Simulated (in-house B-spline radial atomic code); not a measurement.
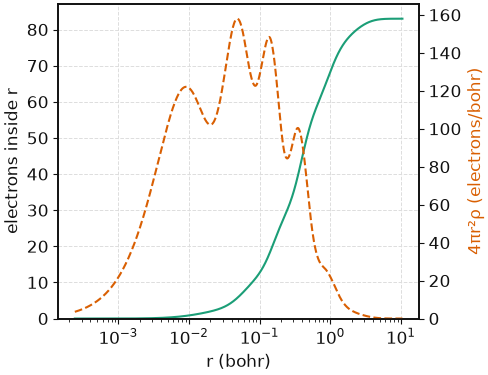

System: atomic bismuth (Bi), configuration [Xe] 4f14 5d10 6s2 6p3 (high spin). Theory: scalar-relativistic (spin-free one-electron X2C) HSE06, spin-polarised, spherical density, exact exchange averaged over the configuration, Fermi nucleus, basis-set limit (computed with an in-house B-spline radial code). Radial functions and radii carry no picture-change correction.

The plot shows the number of electrons inside radius r (solid) and the radial density 4πr²ρ (dashed).

Read the plot.

The count levels off at 83 electrons. Half of them lie within 0.367 bohr, 90 % within 1.40 bohr and 99 % within 3.64 bohr. The radial density has minima at 0.020, 0.087 and 0.25 bohr, where the count stands at 2.0, 11.1 and 30.1; these part the shells that the density resolves.
